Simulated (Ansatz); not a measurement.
F5H2OTa

Input file:

```
crystal:
  periodic: [false, false, false]
  atoms:
    - { symbol: Ta, position_ang: [-0.225839, 0.285407, 0.063274] }
    - { symbol: F, position_ang: [1.644651, 0.134607, 0.369071] }
    - { symbol: F, position_ang: [-0.416879, 0.756834, 1.864471] }
    - { symbol: F, position_ang: [0.08344, -0.342738, -1.676749] }
    - { symbol: F, position_ang: [-0.747212, 1.946692, -0.525426] }
    - { symbol: F, position_ang: [-1.668195, -0.860967, 0.209847] }
    - { symbol: O, position_ang: [1.181847, -2.425118, 1.022514] }
    - { symbol: H, position_ang: [1.322001, -3.229495, 0.544413] }
    - { symbol: H, position_ang: [1.986985, -1.893322, 0.918586] }
basis:
  gaussian: { orbitals: def2-SVP }
hamiltonian:
  xc: hf
relax:
  f_tol: 0.03
  max_steps: 50
output:
  orbitals: {}
```

Command:

```sh
ansatz run input.yaml --threads 2 --pin off --max-ram 3072MiB --backend cpu --events-out ev --progress --plain --runs-dir out
```

The fields are those of the relaxed geometry.

Core potentials replace the inner electrons of Ta.

The calculation used RHF/def2-SVP (Ansatz).

Question: Predict the electron density and electron localisation function between the atoms.

Answer: Ta–F (1.85 Å): ρ is about 1 e/Å³ halfway; the ELF peaks at about 0.85 in the valence shell of F, 0.5 Å from its nucleus, and drops to about 0.25 between the two atoms.
Ta–O (2.25 Å): ρ is about 0.39 e/Å³ halfway; the ELF peaks at about 0.90 in the valence shell of O, 0.6 Å from its nucleus, and drops to about 0.10 between the two atoms.
O–H (0.95 Å): ρ at the midpoint is about 3.9 e/Å³; the ELF climbs to about 1 towards the hydrogen, as it does in any bond to H: an ordinary covalent bond to hydrogen.

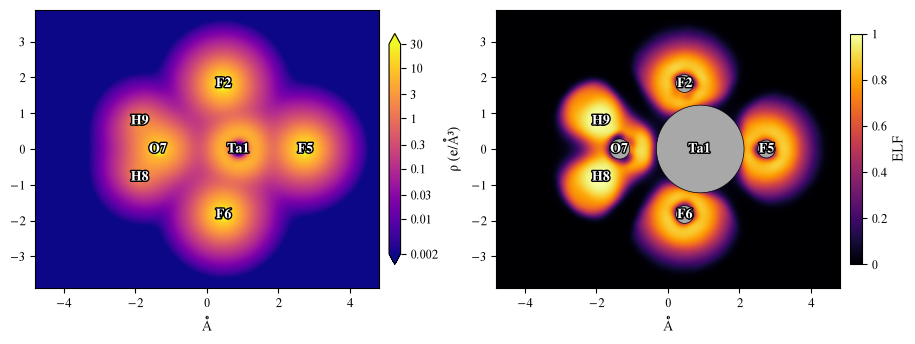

Computed electron density and electron localisation function on the plane of atoms F2, Ta1 and O7, in this order. Grey discs cover the atomic cores in the ELF map. 
